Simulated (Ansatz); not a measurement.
## C$_{3}$H$_{9}$B: geometry relaxation (part 2 of 2)

Continued. System: C$_{3}$H$_{9}$B. Method: RKS PBE0/def2-SVP (Ansatz 0.2.0). It belongs to a series of runs on one base structure; here: start relaxed.

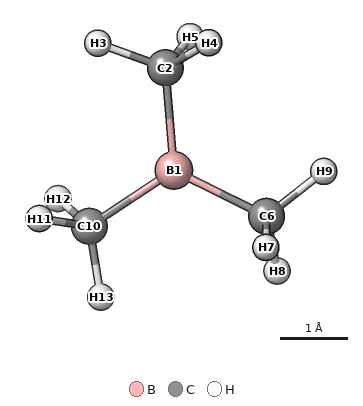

*The geometry at step 6 of the log (ball-and-stick view, seen at a tilt; atoms are numbered from 1 in the order of the input).*

Trajectory as extended XYZ, continued:
```
13
Properties=species:S:1:pos:R:3:forces:R:3 step=2 energy=-3926.85792
B    -0.0019    0.0079   -0.0142   -0.0009  -0.0287  -0.0289
C    -0.0150   -0.0130    1.5735   -0.1660  -0.2546  -0.2638
H    -0.9890   -0.3042    2.0075    0.1446   0.0774  -0.0141
H     0.7694   -0.6815    1.9730   -0.0329   0.1166   0.0179
H     0.2236    1.0023    1.9388    0.0402   0.0159   0.0024
C     1.3863    0.0240   -0.7843   -0.1870   0.3755   0.1829
H     1.6879   -1.0233   -0.9711   -0.0192  -0.0266  -0.0086
H     1.3231    0.5244   -1.7682    0.0464  -0.1293   0.0997
H     2.1971    0.4903   -0.1926   -0.0660  -0.1395  -0.1082
C    -1.3747   -0.0029   -0.8107    0.3636   0.0195  -0.1251
H    -1.9402   -0.9184   -0.5591   -0.0381   0.0526   0.0280
H    -2.0030    0.8457   -0.4823   -0.0210  -0.0703   0.0155
H    -1.2638    0.0486   -1.9103   -0.0637  -0.0084   0.2022
13
Properties=species:S:1:pos:R:3:forces:R:3 step=3 energy=-3926.87407
B    -0.0029    0.0073   -0.0211    0.0272   0.0366   0.0314
C    -0.0204   -0.0202    1.5513   -0.0182  -0.0653   0.1068
H    -0.9847   -0.2981    2.0035    0.0105   0.0022   0.0077
H     0.7744   -0.6618    1.9683   -0.0092   0.0130   0.0009
H     0.2222    1.0015    1.9001    0.0041   0.0271  -0.0112
C     1.3778    0.0424   -0.7698    0.1318   0.0707  -0.0105
H     1.6430   -1.0129   -0.9796   -0.0228  -0.0167  -0.0123
H     1.3437    0.5473   -1.7480    0.0104  -0.0118   0.0054
H     2.2100    0.4509   -0.1713   -0.0523  -0.0325  -0.0404
C    -1.3609   -0.0090   -0.8105   -0.0711  -0.0249  -0.0880
H    -1.9297   -0.9195   -0.5492   -0.0038  -0.0062  -0.0013
H    -1.9995    0.8254   -0.4680    0.0075   0.0072   0.0040
H    -1.2731    0.0467   -1.9058   -0.0141   0.0006   0.0076
13
Properties=species:S:1:pos:R:3:forces:R:3 step=4 energy=-3926.87644
B     0.0004    0.0082   -0.0158    0.0139   0.0014  -0.0116
C    -0.0206   -0.0179    1.5605   -0.0228   0.0172  -0.0067
H    -0.9793   -0.3109    2.0145    0.0052  -0.0014  -0.0047
H     0.7884   -0.6326    1.9882    0.0048  -0.0012  -0.0077
H     0.1952    1.0163    1.8949   -0.0027  -0.0080  -0.0071
C     1.3816    0.0439   -0.7697   -0.0302   0.0105   0.0068
H     1.6021   -1.0113   -1.0270    0.0095  -0.0188  -0.0074
H     1.3537    0.5837   -1.7291    0.0000   0.0074   0.0024
H     2.2287    0.4013   -0.1655    0.0219  -0.0029   0.0049
C    -1.3574   -0.0155   -0.8153   -0.0124  -0.0055   0.0431
H    -1.9276   -0.9241   -0.5499   -0.0003   0.0005  -0.0052
H    -1.9944    0.8217   -0.4756   -0.0010   0.0012  -0.0053
H    -1.2708    0.0371   -1.9103    0.0142  -0.0004  -0.0014
13
Properties=species:S:1:pos:R:3:forces:R:3 step=5 energy=-3926.87702
B     0.0022    0.0062   -0.0135   -0.0105   0.0006   0.0103
C    -0.0226   -0.0124    1.5614   -0.0011  -0.0071   0.0052
H    -0.9794   -0.3121    2.0149    0.0000   0.0010  -0.0024
H     0.7916   -0.6183    1.9915    0.0054   0.0038   0.0084
H     0.1828    1.0255    1.8893    0.0039   0.0027   0.0036
C     1.3826    0.0410   -0.7686    0.0079  -0.0111  -0.0034
H     1.5882   -1.0088   -1.0618   -0.0088   0.0133  -0.0029
H     1.3564    0.6107   -1.7110    0.0029  -0.0007   0.0025
H     2.2399    0.3683   -0.1603   -0.0127  -0.0016  -0.0029
C    -1.3563   -0.0202   -0.8114    0.0072   0.0063  -0.0060
H    -1.9284   -0.9274   -0.5459    0.0073  -0.0060  -0.0022
H    -1.9946    0.8188   -0.4785    0.0100   0.0010  -0.0031
H    -1.2625    0.0286   -1.9061   -0.0117  -0.0024  -0.0071
13
Properties=species:S:1:pos:R:3:forces:R:3 step=6 energy=-3926.87725
B     0.0035    0.0034   -0.0098   -0.0051   0.0105   0.0003
C    -0.0229   -0.0079    1.5652    0.0079  -0.0023  -0.0035
H    -0.9769   -0.3159    2.0186   -0.0005   0.0018   0.0032
H     0.7992   -0.5988    2.0018   -0.0066   0.0052   0.0016
H     0.1681    1.0358    1.8847   -0.0010  -0.0066   0.0014
C     1.3820    0.0388   -0.7678    0.0365  -0.0481  -0.0185
H     1.5637   -1.0048   -1.1022   -0.0077   0.0652   0.0120
H     1.3601    0.6421   -1.6906    0.0029  -0.0186   0.0295
H     2.2491    0.3293   -0.1534   -0.0314  -0.0052  -0.0245
C    -1.3530   -0.0255   -0.8116    0.0085   0.0044  -0.0007
H    -1.9262   -0.9311   -0.5435    0.0001  -0.0015  -0.0001
H    -1.9901    0.8169   -0.4850    0.0021  -0.0032  -0.0013
H    -1.2567    0.0176   -1.9065   -0.0057  -0.0015   0.0004
13
Properties=species:S:1:pos:R:3:forces:R:3 step=7 energy=-3926.87736
B     0.0036    0.0054   -0.0101   -0.0026  -0.0183   0.0018
C    -0.0231   -0.0077    1.5650    0.0037   0.0087  -0.0032
H    -0.9780   -0.3137    2.0180   -0.0007   0.0007   0.0006
H     0.7972   -0.6007    2.0016   -0.0024   0.0015  -0.0008
H     0.1702    1.0350    1.8861   -0.0001  -0.0029   0.0023
C     1.3824    0.0386   -0.7680    0.0159  -0.0194  -0.0046
H     1.5641   -1.0034   -1.1033   -0.0056   0.0287   0.0052
H     1.3613    0.6423   -1.6898    0.0002  -0.0048   0.0095
H     2.2487    0.3290   -0.1539   -0.0109  -0.0009  -0.0093
C    -1.3529   -0.0256   -0.8116    0.0041   0.0076  -0.0003
H    -1.9249   -0.9317   -0.5421    0.0019   0.0001   0.0013
H    -1.9907    0.8162   -0.4855   -0.0013  -0.0014  -0.0010
H    -1.2580    0.0161   -1.9066   -0.0021   0.0002  -0.0016
13
Properties=species:S:1:pos:R:3:forces:R:3 step=8 energy=-3926.87745
B     0.0039    0.0032   -0.0095    0.0004  -0.0010  -0.0020
C    -0.0237   -0.0057    1.5654   -0.0004   0.0001   0.0019
H    -0.9799   -0.3069    2.0190    0.0002   0.0007  -0.0004
H     0.7939   -0.6013    2.0034   -0.0003  -0.0003   0.0003
H     0.1742    1.0365    1.8850    0.0007   0.0008   0.0001
C     1.3827    0.0372   -0.7676   -0.0018  -0.0003   0.0007
H     1.5626   -1.0005   -1.1137   -0.0003   0.0011  -0.0010
H     1.3606    0.6496   -1.6834    0.0003   0.0006   0.0001
H     2.2496    0.3222   -0.1526    0.0006  -0.0008   0.0003
C    -1.3522   -0.0275   -0.8117    0.0006   0.0003  -0.0004
H    -1.9230   -0.9344   -0.5424    0.0002  -0.0004  -0.0002
H    -1.9912    0.8132   -0.4852   -0.0003  -0.0003   0.0003
H    -1.2576    0.0145   -1.9067    0.0002  -0.0004   0.0003
13
Properties=species:S:1:pos:R:3:forces:R:3 step=9 energy=-3926.87750
B     0.0043    0.0021   -0.0084    0.0009  -0.0031  -0.0023
C    -0.0244   -0.0023    1.5664   -0.0027   0.0007   0.0037
H    -0.9822   -0.2978    2.0205    0.0012   0.0002  -0.0013
H     0.7902   -0.6003    2.0067    0.0003  -0.0005  -0.0005
H     0.1781    1.0399    1.8831    0.0017   0.0012   0.0006
C     1.3830    0.0358   -0.7671   -0.0035   0.0057  -0.0024
H     1.5557   -0.9963   -1.1323   -0.0004  -0.0015  -0.0003
H     1.3618    0.6638   -1.6726    0.0015  -0.0018   0.0030
H     2.2528    0.3068   -0.1499    0.0013  -0.0007   0.0000
C    -1.3510   -0.0310   -0.8115   -0.0013   0.0005  -0.0016
H    -1.9197   -0.9394   -0.5426    0.0010  -0.0005   0.0000
H    -1.9926    0.8079   -0.4856   -0.0005   0.0000   0.0001
H    -1.2559    0.0108   -1.9066    0.0005  -0.0002   0.0009
13
Properties=species:S:1:pos:R:3:forces:R:3 step=10 energy=-3926.87753
B     0.0044    0.0013   -0.0072    0.0015   0.0026  -0.0011
C    -0.0253    0.0024    1.5675   -0.0029   0.0031   0.0020
H    -0.9857   -0.2838    2.0222    0.0021   0.0001  -0.0005
H     0.7842   -0.6016    2.0094    0.0000  -0.0005  -0.0006
H     0.1869    1.0437    1.8814    0.0005  -0.0031  -0.0005
C     1.3829    0.0349   -0.7664    0.0017  -0.0009  -0.0035
H     1.5472   -0.9910   -1.1526   -0.0007   0.0039   0.0016
H     1.3640    0.6799   -1.6601    0.0003  -0.0038   0.0051
H     2.2561    0.2892   -0.1467   -0.0021  -0.0005  -0.0021
C    -1.3501   -0.0353   -0.8116   -0.0015   0.0016   0.0002
H    -1.9139   -0.9474   -0.5445    0.0006  -0.0002  -0.0002
H    -1.9965    0.7996   -0.4849    0.0003  -0.0019  -0.0002
H    -1.2542    0.0079   -1.9065    0.0002  -0.0004  -0.0001
```

This output came from the following input.

Input file:
```yaml
crystal:
  periodic: [false, false, false]
  atoms:
    - { symbol: B, position_ang: [0.0, 0.0, 0.0] }
    - { symbol: C, position_ang: [0.0, 0.0, 1.6] }
    - { symbol: H, position_ang: [-0.9996, -0.3092, 1.9705] }
    - { symbol: H, position_ang: [0.7676, -0.7111, 1.9705] }
    - { symbol: H, position_ang: [0.232, 1.0203, 1.9705] }
    - { symbol: C, position_ang: [1.3856, 0.0, -0.8] }
    - { symbol: H, position_ang: [1.7152, -1.0462, -0.9702] }
    - { symbol: H, position_ang: [1.2491, 0.508, -1.7774] }
    - { symbol: H, position_ang: [2.1552, 0.5381, -0.2082] }
    - { symbol: C, position_ang: [-1.3856, 0.0, -0.8] }
    - { symbol: H, position_ang: [-1.9458, -0.9305, -0.5708] }
    - { symbol: H, position_ang: [-1.9898, 0.8797, -0.4946] }
    - { symbol: H, position_ang: [-1.1839, 0.0508, -1.8903] }
basis:
  gaussian: { orbitals: def2-SVP }
hamiltonian:
  xc: pbe0
relax:
  f_tol: 0.02
  max_steps: 40
```

Run as:
```bash
ansatz run input.yaml --threads 4 --pin off --max-ram 5120MiB --backend cpu --events-out ev --progress --plain --runs-dir out
```

Key numbers:

```tsv
quantity	value
outcome	converged
total energy	−3926.8776 eV
mean-field energy	−3926.8776 eV
largest force (length of the vector) at the end	0.006 eV/Å
hardware	4 threads of Intel Xeon (Granite Rapids), 32 GiB of memory available, shared host
wall time	7 s (CPU time 25 s)
peak memory	0.21 GiB
```
